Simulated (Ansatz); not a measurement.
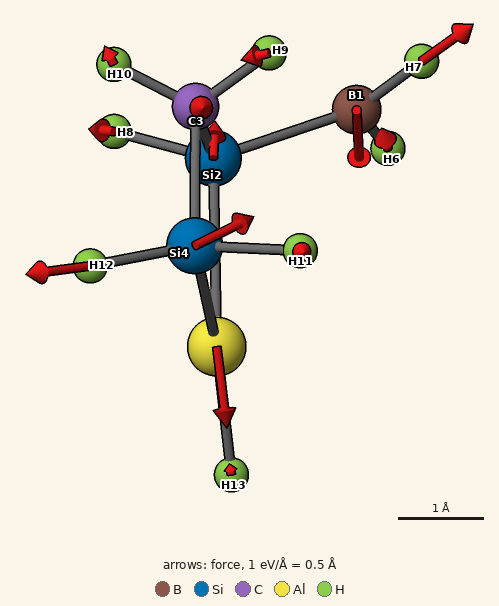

Starting geometry of CH$_{8}$AlBSi$_{2}$ (coarse preliminary run) with the computed forces as red arrows. Style: ball-and-stick. Shown from a free direction.

The start comes from a force field.

Method: Ansatz 0.2.0, RKS PBE-D4/def2-SVP. (force threshold 0.03 eV/Å; at most 200 steps)

Is this structure relaxed? If not, where do the atoms go?

Answer. It isn't relaxed: the largest force vector, on the B atom, is 2.92 eV/Å. The final displacements have little in common with the starting forces (cosine between the two patterns 0.00). An H atom moves most after the best rigid fit: 1.69 Å. Largest moves by element: H 1.69 Å, Al 0.96 Å, B 0.86 Å, Si 0.73 Å, C 0.34 Å. Near-neighbour distances that change, for instance: Al–H 4.215 → 1.955 Å, Al–B 3.540 → 2.146 Å, Al–Si 2.344 → 2.823 Å, B–H 1.148 → 1.272 Å. Bond angles that change, for instance: B–Si–Al 112.4° → 49.5°, Si–Al–H 140.0° → 155.2°, Al–Si–H 111.1° → 125.0°. Groups turn about C–Si by about 30°. After 25 accepted moves (27 points after the start) the energy has fallen by 153.0 kJ/mol. Largest force component: 2.1 eV/Å at the start, 0.015 eV/Å at the end. The line search rejected the trial steps at points 15, 17 of the run. Cost: 51 s on 4 threads of Arm Neoverse V1, with other jobs on the host.
